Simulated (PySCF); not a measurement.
CH3B3BrF3

Input file:

```
{"job": {"kind": "uv", "xc": "wB97X-D", "basis": "def2-SVPD", "nstates": 8, "ntriplets": 3}, "charge": 0, "multiplicity": 1}
F      2.610435     1.019269     1.383559
B      1.870784     0.651342     0.359698
B      0.771512    -0.628725     0.440069
F      1.040068    -1.834112    -0.033231
C     -0.732027    -0.429912     0.970646
B     -1.637146     0.011257    -0.235194
F     -2.296802    -0.867730    -0.956417
Br    -1.788483     1.801846    -0.783978
H      1.999600     1.338537    -0.593665
H     -1.086660    -1.380843     1.372114
H     -0.745858     0.321740     1.760019
```

Command:

```sh
OMP_NUM_THREADS=1 python probes_run.py task.json out
```

Geometry: GFN2-xTB.

Theory: PySCF 2.14.0, wB97X-D/def2-SVPD, SCF density, gas phase.

> What will maps of the electron density and electron localisation function show?

B–F (1.31 Å): ρ is about 2.2 e/Å³ halfway; the ELF peaks at about 0.85 between the atoms, as expected for a shared but strongly polarised pair.
C–B (1.57 Å): ρ at the midpoint is about 1.4 e/Å³; the ELF peaks at about 0.95 between the atoms; a covalent bond.
B–Br (1.88 Å): ρ at the midpoint is about 1.2 e/Å³; the ELF peaks at about 0.90 between the atoms (a polar covalent bond).

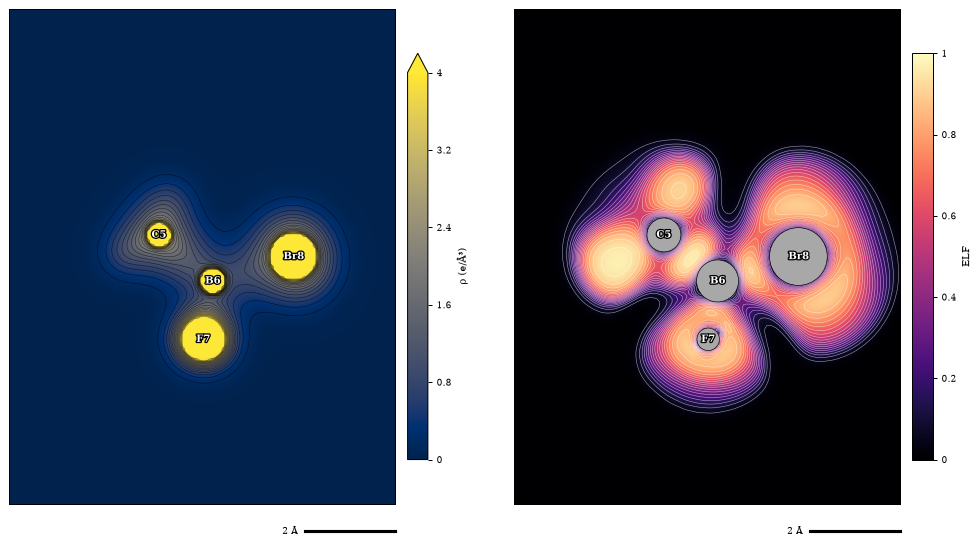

Computed electron density and electron localisation function on the plane of atoms C5, B6 and F7, in this order. Grey discs cover the atomic cores in the ELF map. 
